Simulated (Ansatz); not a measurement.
CH9FN2Si2: geometry relaxation (part 1 of 2)

System: CH9FN2Si2.
Method: RKS PBE/6-31G* (Ansatz 0.2.0).

It belongs to a series of runs on one base structure; here: end point A relaxed. Figures and captions count atoms from 1; the log counts them from 0 in places.

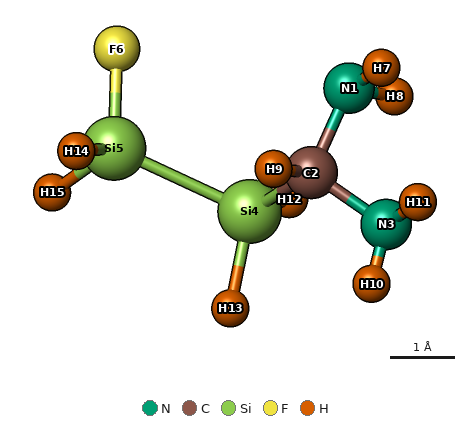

The starting structure (ball-and-stick view, seen at a tilt; atoms are numbered from 1 in the order of the input). Bond lengths as drawn: C–H 1.09 Å, C–N 1.43 to 1.46 Å, C–Si 1.83 Å, F–Si 1.63 Å, H–N 0.97 to 1.07 Å, H–Si 1.47 to 1.55 Å and Si–Si 2.35 Å.

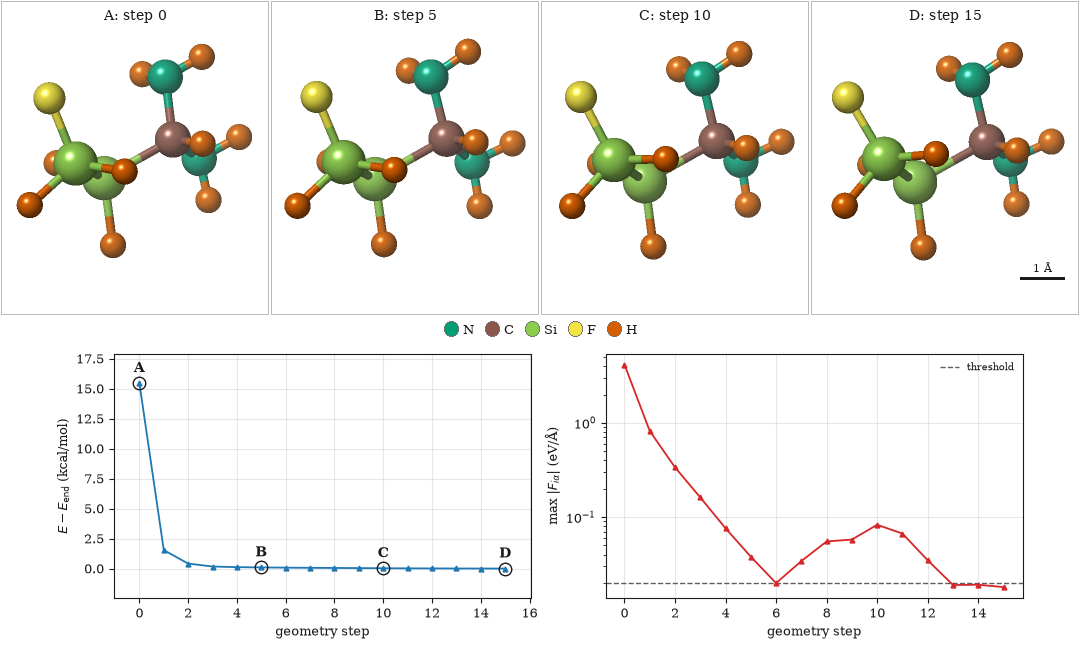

Frames of the relaxation (ball-and-stick view, seen at a tilt) above the curves, on which the letters mark them (the first geometry is step 0 here and step 1 in the log).

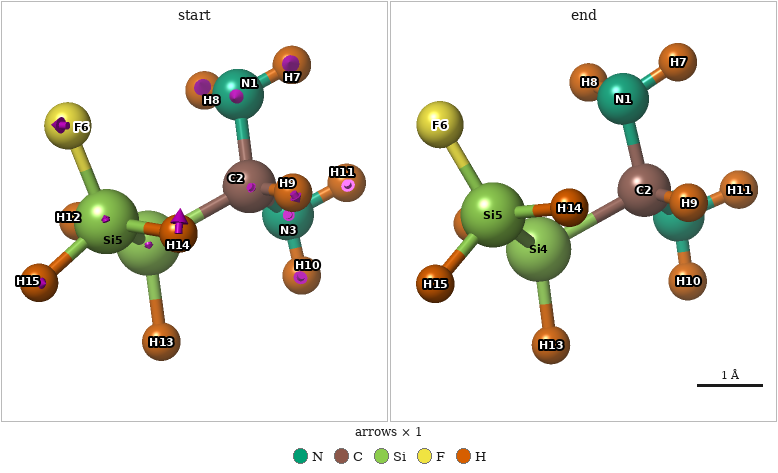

Before (left) and after (right) the relaxation, at one scale (ball-and-stick view, seen at a tilt). The pink arrows give the displacements, at true length. After 15 geometry steps the energy has fallen by 15.5 kcal/mol. The largest force component goes from 4.2 to 0.018 eV/Å. The largest move after the best rigid fit is that of H14, 0.41 Å. By element the largest moves are H 0.41 Å, F 0.33 Å, N 0.27 Å, C 0.14 Å, Si 0.11 Å. Among the contacts that change: C2–Si4 1.829 → 1.926 Å, N1–H7 0.967 → 1.029 Å, C2–N3 1.435 → 1.477 Å, N1–H8 1.070 → 1.028 Å. Among the angles that change: N1–C2–N3 101.6° → 113.2°, N1–C2–Si4 113.2° → 105.2°, C2–Si4–H12 115.9° → 109.0°. (Atoms are counted from 1 in the order of the input.)

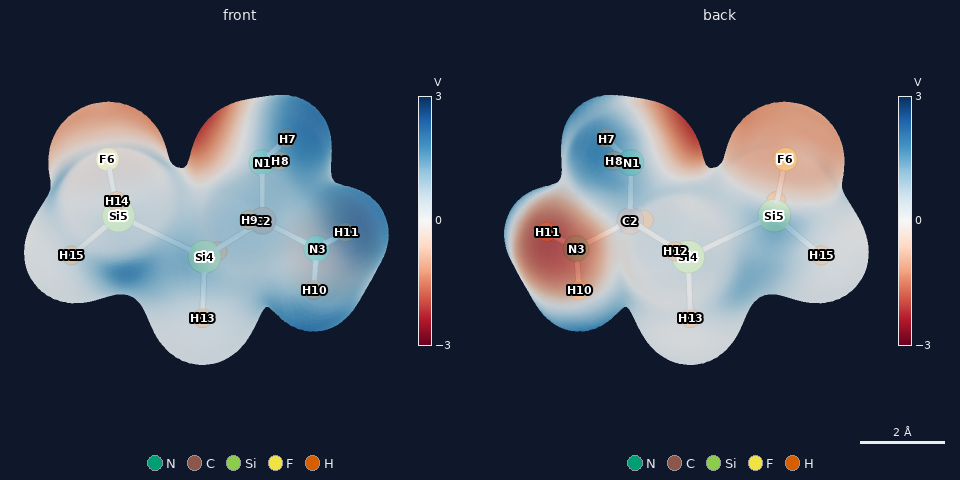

The molecular electrostatic potential painted on the density surface at 0.004 e/bohr³, seen face on and from behind; red is negative and blue positive. A positive charge is drawn to the negative regions and a negative charge to the positive ones.

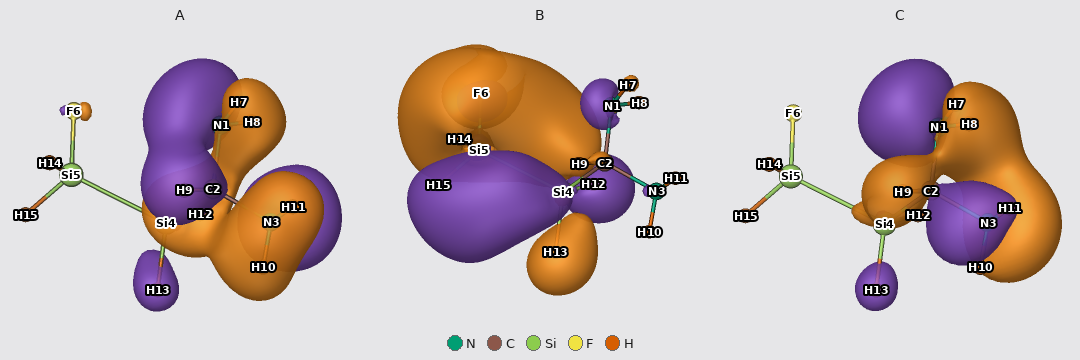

Three frontier orbitals at ±0.06 Å⁻³ᐟ² (orange and purple are the two phases). C is the HOMO−1 (−5.78 eV). A is the HOMO (−5.29 eV). Its weight (Hirshfeld) is mainly on N3 (40 %), N1 (25 %) and C2 (10 %). B is the LUMO (−0.88 eV). It lies mainly on Si5 (45 %), Si4 (20 %) and F6 (10 %). The HOMO–LUMO gap is 4.41 eV between the orbital energies.

The input and output of the run follow.

**Input**
```yaml
crystal:
  periodic: [false, false, false]
  atoms:
    - { symbol: "N", position_ang: [1.6048, -0.0682, 0.9305] }
    - { symbol: C, position_ang: [0.7148, -0.554, -0.1258] }
    - { symbol: "N", position_ang: [1.6401, -0.7871, -1.1973] }
    - { symbol: Si, position_ang: [-0.5293, 0.6825, -0.644] }
    - { symbol: Si, position_ang: [-2.2928, 0.6176, 0.901] }
    - { symbol: F, position_ang: [-1.8885, 1.3558, 2.2939] }
    - { symbol: H, position_ang: [2.2572, -0.7282, 1.2039] }
    - { symbol: H, position_ang: [2.1625, 0.734, 0.4939] }
    - { symbol: H, position_ang: [0.2648, -1.4784, 0.2292] }
    - { symbol: H, position_ang: [1.1961, -1.1503, -1.9852] }
    - { symbol: H, position_ang: [2.3024, -1.5273, -0.8787] }
    - { symbol: H, position_ang: [-0.0323, 2.0553, -0.8271] }
    - { symbol: H, position_ang: [-1.2062, 0.2644, -1.9769] }
    - { symbol: H, position_ang: [-2.7159, -0.7698, 1.2259] }
    - { symbol: H, position_ang: [-3.4996, 1.3029, 0.3861] }
basis:
  gaussian: { orbitals: "6-31G*" }
hamiltonian:
  xc: pbe
relax:
  f_tol: 0.02
  max_steps: 50
output:
  orbitals: {}
```

Launch command:
```bash
ansatz run input.yaml --threads 2 --pin off --max-ram 3072MiB --backend cpu --events-out ev --progress --plain --runs-dir out
```

**The program's output**
```
The last accepted step is kept in [file] (removed where the run ends without a failure and the disk answers)
Engine: ansatz 0.2.0, x86_64-unknown-linux-gnu
Functional definition: PBE
  parameter kappa = 0.804
  parameter beta = 0.06672455060314922
  exchange = pbe_x(kappa = kappa, mu = beta*pi^2/3)
  correlation = pbe_c(beta = beta)
1467 factors; their error is unknown
mean field evaluation 1: about -22607.2391 eV, gradient 7.6e1 eV
mean field evaluation 2: about -22529.4623 eV, gradient 1.6e2 eV
mean field evaluation 4: about -22618.6087 eV, gradient 1.1e1 eV
mean field evaluation 8: about -22618.8622 eV, gradient 3.8e-1 eV
mean field evaluation 16: about -22618.7432 eV, gradient 4.4e-3 eV
mean field -22618.74316905 eV, -831.2234799279 hartree, gradient 3.3e-5 eV, S^2 0.000000; 0 other end points of the search recorded, 0 dependent functions left out
the calculation of the forces begins
reference -22618.74320912 eV, -831.2234814002 hartree; 33, 33 occupied and 83, 83 virtual orbitals, 1467 factors
relax step   1: F+E_penalty+E_count = -22618.74316905 eV  Δ(F+E_penalty+E_count) = +0.000e0 eV  max|allowed force component| = 4.153e0 eV/Å  Δτ_max = 0.0000 Å  (31 SCF iters, accepted)
these checks for a lower state are left out or cut short: starts, cluster_reference, orbital_swaps, neighbouring_geometries, increment
1467 factors; their error is unknown
mean field -22619.34669554 eV, -831.2456591173 hartree, gradient 1.1e-5 eV, S^2 0.000000; 0 other end points of the search recorded, 0 dependent functions left out
[... from here on the field's lines of each further geometry are left out, up to the last ...]
relax step   2: F+E_penalty+E_count = -22619.34669554 eV  Δ(F+E_penalty+E_count) = -6.035e-1 eV  max|allowed force component| = 8.197e-1 eV/Å  Δτ_max = 0.1926 Å  (29 SCF iters, accepted)
relax step   3: F+E_penalty+E_count = -22619.39542514 eV  Δ(F+E_penalty+E_count) = -4.873e-2 eV  max|allowed force component| = 3.373e-1 eV/Å  Δτ_max = 0.0614 Å  (29 SCF iters, accepted)
relax step   4: F+E_penalty+E_count = -22619.40605701 eV  Δ(F+E_penalty+E_count) = -1.063e-2 eV  max|allowed force component| = 1.617e-1 eV/Å  Δτ_max = 0.0475 Å  (29 SCF iters, accepted)
relax step   5: F+E_penalty+E_count = -22619.40832582 eV  Δ(F+E_penalty+E_count) = -2.269e-3 eV  max|allowed force component| = 7.611e-2 eV/Å  Δτ_max = 0.0302 Å  (30 SCF iters, accepted)
relax step   6: F+E_penalty+E_count = -22619.40930102 eV  Δ(F+E_penalty+E_count) = -9.752e-4 eV  max|allowed force component| = 3.796e-2 eV/Å  Δτ_max = 0.0191 Å  (30 SCF iters, accepted)
relax step   7: F+E_penalty+E_count = -22619.41016029 eV  Δ(F+E_penalty+E_count) = -8.593e-4 eV  max|allowed force component| = 1.995e-2 eV/Å  Δτ_max = 0.0454 Å  (29 SCF iters, accepted)
relax step   8: F+E_penalty+E_count = -22619.41074614 eV  Δ(F+E_penalty+E_count) = -5.858e-4 eV  max|allowed force component| = 3.419e-2 eV/Å  Δτ_max = 0.0522 Å  (28 SCF iters, accepted)
relax step   9: F+E_penalty+E_count = -22619.41127235 eV  Δ(F+E_penalty+E_count) = -5.262e-4 eV  max|allowed force component| = 5.522e-2 eV/Å  Δτ_max = 0.0787 Å  (28 SCF iters, accepted)
relax step  10: F+E_penalty+E_count = -22619.41175722 eV  Δ(F+E_penalty+E_count) = -4.849e-4 eV  max|allowed force component| = 5.781e-2 eV/Å  Δτ_max = 0.0244 Å  (30 SCF iters, accepted)
relax step  11: F+E_penalty+E_count = -22619.41230063 eV  Δ(F+E_penalty+E_count) = -5.434e-4 eV  max|allowed force component| = 8.296e-2 eV/Å  Δτ_max = 0.0632 Å  (29 SCF iters, accepted)
relax step  12: F+E_penalty+E_count = -22619.41274036 eV  Δ(F+E_penalty+E_count) = -4.397e-4 eV  max|allowed force component| = 6.684e-2 eV/Å  Δτ_max = 0.0247 Å  (30 SCF iters, accepted)
relax step  13: F+E_penalty+E_count = -22619.41298969 eV  Δ(F+E_penalty+E_count) = -2.493e-4 eV  max|allowed force component| = 3.484e-2 eV/Å  Δτ_max = 0.0202 Å  (29 SCF iters, accepted)
relax step  14: F+E_penalty+E_count = -22619.41320836 eV  Δ(F+E_penalty+E_count) = -2.187e-4 eV  max|allowed force component| = 1.903e-2 eV/Å  Δτ_max = 0.0176 Å  (30 SCF iters, accepted)
relax step  15: F+E_penalty+E_count = -22619.41334753 eV  Δ(F+E_penalty+E_count) = -1.392e-4 eV  max|allowed force component| = 1.917e-2 eV/Å  Δτ_max = 0.0282 Å  (29 SCF iters, accepted)
the calculation of the forces begins
reference -22619.41346775 eV, -831.2481129509 hartree; 33, 33 occupied and 83, 83 virtual orbitals, 1467 factors
relax step  16: F+E_penalty+E_count = -22619.41342721 eV  Δ(F+E_penalty+E_count) = -7.968e-5 eV  max|allowed force component| = 1.809e-2 eV/Å  Δτ_max = 0.0346 Å  (29 SCF iters, accepted)
1467 factors; their error is unknown
mean field evaluation 128: about -22619.4134 eV, gradient 4.7e-5 eV
mean field -22619.41342721 eV, -831.2481114608 hartree, gradient 4.7e-5 eV, S^2 0.000000; 1 other end points of the search recorded, 0 dependent functions left out
the calculation of the forces begins
reference -22619.41346775 eV, -831.2481129508 hartree; 33, 33 occupied and 83, 83 virtual orbitals, 1467 factors
Total energy: -22619.41346775 eV, -831.2481129508 hartree
Atom 0 at     1.357021    -0.100352     1.016277 Å, force     0.002551     0.005140    -0.018092 eV/Å
Atom 1 at     0.780501    -0.622068    -0.223297 Å, force     0.009845    -0.001843     0.000363 eV/Å
Atom 2 at     1.769514    -0.762238    -1.311571 Å, force    -0.008614    -0.007834     0.003100 eV/Å
Atom 3 at    -0.597181     0.634234    -0.706423 Å, force    -0.006298     0.001901    -0.000142 eV/Å
Atom 4 at    -2.232441     0.678874     0.978710 Å, force     0.008011     0.006335     0.006792 eV/Å
Atom 5 at    -1.817223     1.673353     2.206752 Å, force    -0.004754    -0.008922    -0.008943 eV/Å
Atom 6 at     1.985456    -0.793212     1.444000 Å, force    -0.002220     0.000193     0.000222 eV/Å
Atom 7 at     1.939923     0.714873     0.786291 Å, force    -0.005419    -0.008235     0.003389 eV/Å
Atom 8 at     0.276553    -1.575824     0.056580 Å, force     0.002842     0.001533     0.001101 eV/Å
Atom 9 at     1.297099    -1.055033    -2.177842 Å, force     0.006122     0.005247     0.013826 eV/Å
Atom 10 at     2.421574    -1.527474    -1.080652 Å, force    -0.004566     0.003959    -0.002788 eV/Å
Atom 11 at     0.023658     1.989734    -0.898355 Å, force    -0.000144     0.000438     0.000882 eV/Å
Atom 12 at    -1.237004     0.240046    -2.017001 Å, force     0.000263     0.000495    -0.000823 eV/Å
Atom 13 at    -2.440949    -0.706679     1.528284 Å, force    -0.000079     0.002445     0.000306 eV/Å
Atom 14 at    -3.548402     1.160966     0.427648 Å, force     0.002462    -0.000853     0.000809 eV/Å
Dipole moment:     0.278120    -0.553954    -0.275368 e Å
```

**Trajectory as extended XYZ (Å, eV, eV/Å), 16 frames, from step=1 to step=16**
```
15
Properties=species:S:1:pos:R:3:forces:R:3 step=1 energy=-22618.74317
N     1.6048   -0.0682    0.9305   -2.0512   4.1527  -0.0699
C     0.7148   -0.5540   -0.1258    2.5879  -0.5285   0.8173
N     1.6401   -0.7871   -1.1973    1.8755  -0.1635   0.0154
Si   -0.5293    0.6825   -0.6440   -2.2060   0.4253  -0.5362
Si   -2.2928    0.6176    0.9010    0.1926   0.2414   0.0743
F    -1.8885    1.3558    2.2939    0.0844   0.1101   0.2736
H     2.2572   -0.7282    1.2039    1.7975  -2.2059   0.7313
H     2.1625    0.7340    0.4939   -0.7417  -1.1900   0.7010
H     0.2648   -1.4784    0.2292   -0.6828  -0.4952   0.4719
H     1.1961   -1.1503   -1.9852   -1.1624  -1.0440  -2.3700
H     2.3024   -1.5273   -0.8787   -0.1847   0.3824  -0.3163
H    -0.0323    2.0553   -0.8271    0.3763   0.4043  -0.0314
H    -1.2062    0.2644   -1.9769    0.4457   0.0795   0.4914
H    -2.7159   -0.7698    1.2259    0.0198  -0.3935   0.0029
H    -3.4996    1.3029    0.3861   -0.3507   0.2250  -0.2552
15
Properties=species:S:1:pos:R:3:forces:R:3 step=2 energy=-22619.34670
N     1.5483   -0.0038    0.9769   -0.2245   0.7669  -0.8197
C     0.8002   -0.5734   -0.1643    0.5370  -0.4271   0.5598
N     1.6581   -0.8262   -1.3303    0.7700   0.0370   0.3286
Si   -0.5647    0.6382   -0.6049   -0.6239   0.4550  -0.3955
Si   -2.3327    0.6779    0.9452    0.1399  -0.2566  -0.0505
F    -1.9568    1.3921    2.3632    0.0181   0.0557   0.0044
H     2.1987   -0.6883    1.3516    0.3173  -0.4504   0.1863
H     2.1417    0.7517    0.5763   -0.2354  -0.2432   0.2963
H     0.3186   -1.4864    0.2356   -0.1228  -0.2208   0.1026
H     1.1523   -1.2333   -2.1147   -0.3403  -0.1379  -0.2044
H     2.3783   -1.5207   -1.0556   -0.1771   0.1532  -0.1714
H    -0.0030    2.0076   -0.7996    0.1283   0.1501  -0.0347
H    -1.1299    0.2022   -1.9491   -0.0547   0.0741   0.1792
H    -2.6932   -0.7567    1.2190   -0.0896  -0.0144   0.0582
H    -3.5379    1.3684    0.3800   -0.0425   0.0585  -0.0393
15
Properties=species:S:1:pos:R:3:forces:R:3 step=3 energy=-22619.39542
N     1.5374    0.0092    0.9816   -0.0260  -0.0725  -0.3373
C     0.8083   -0.5807   -0.1566    0.1576  -0.0454   0.2177
N     1.6708   -0.8301   -1.3274    0.2158  -0.0192   0.0786
Si   -0.5638    0.6680   -0.6212   -0.2058  -0.0327  -0.1083
Si   -2.3214    0.6327    0.9392    0.0948   0.1421  -0.0259
F    -1.9153    1.3974    2.3247   -0.0474  -0.0443   0.0412
H     2.1901   -0.6843    1.3747   -0.0291   0.0147   0.0004
H     2.1276    0.7651    0.6040   -0.0394  -0.0105   0.0758
H     0.3141   -1.4933    0.2492    0.0055  -0.0170  -0.0086
H     1.1341   -1.2167   -2.1157   -0.0542   0.0134   0.0949
H     2.3720   -1.5457   -1.0773   -0.0462   0.0192  -0.0774
H     0.0370    2.0307   -0.8255   -0.0274  -0.0091   0.0505
H    -1.1754    0.2418   -1.9382    0.0045   0.0343   0.0031
H    -2.7227   -0.7859    1.2606    0.0377   0.0551  -0.0129
H    -3.5147    1.3409    0.3574   -0.0401  -0.0281   0.0082
```
